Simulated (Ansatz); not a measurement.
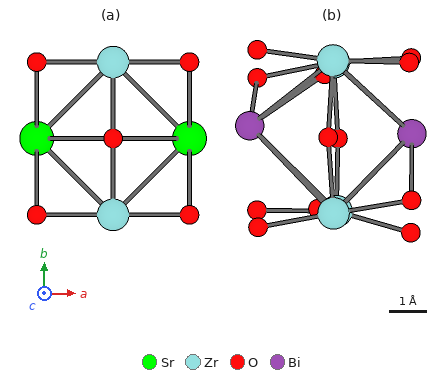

Left: perfect SrZrO3. Right: the same region with a pair of point defects, after relaxing the atoms in a supercell of 40 sites. The picture is a ball-and-stick view of the atoms within 4.6 Å of one point, seen along the c axis.

Level of theory: DFT, PBEsol, PAW, plane waves (Ansatz 0.2.0). Set-up: plane-wave cutoff 420 eV; k-point mesh 1 × 1 × 1; mesh shifted by (0.25, 0.25, 0.25); no spin polarisation. Fermi-Dirac smearing of 0.01 eV. The axes drawn are those of the host's conventional cell.

What kind of defect was made?

Answer. Two strontium atoms are replaced by bismuth, the two sites 4.1 Å apart.

The charge state of the cell is 0.

What does the relaxation do around it?

Answer. One site: in the host the Sr atom has 12 O at 2.92 Å; the Bi atom ends with 3 O at 2.34 to 2.68 Å. The other site: in the host the Sr atom has 12 O at 2.92 Å; the Bi atom ends with 5 O at 2.28 to 2.48 Å. Of the host's atoms, an oxygen atom moves furthest from its site, by 0.63 Å. The Bi atom itself moves 0.15 Å from where it was put. The Bi atom itself moves 0.42 Å from where it was put.

Limits of the set-up: the periodic images lie only 8.3 Å apart, so the values are limited by the cell's size.
